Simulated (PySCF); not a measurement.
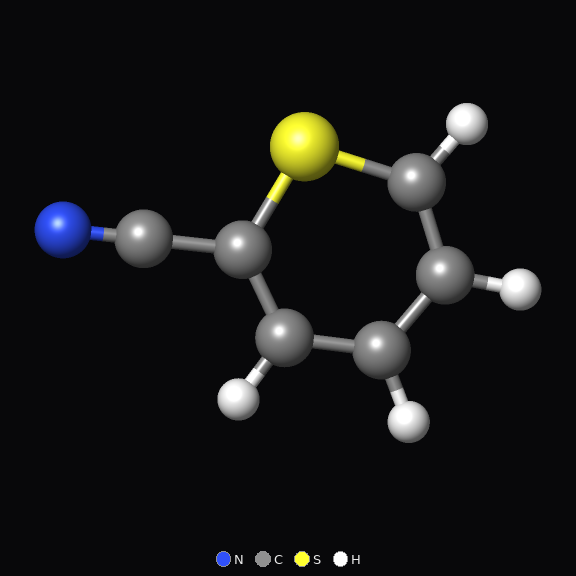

The picture comes from a calculation with PySCF.

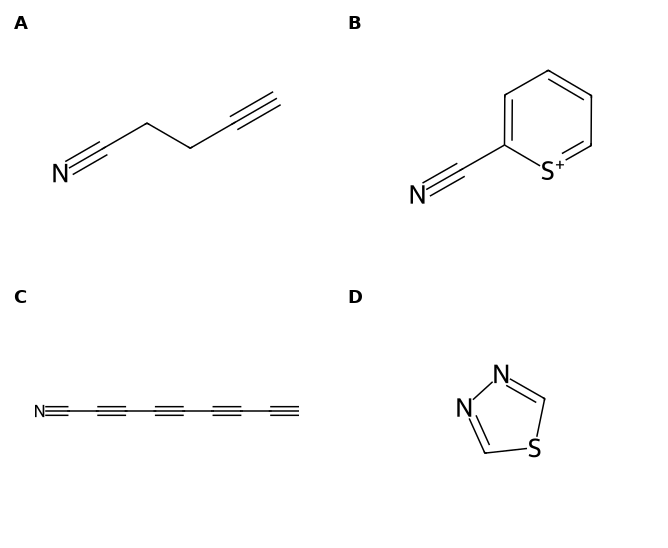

> The first picture shows one of the molecules drawn in the second. Which?

B, `N#Cc1cccc[s+]1`.
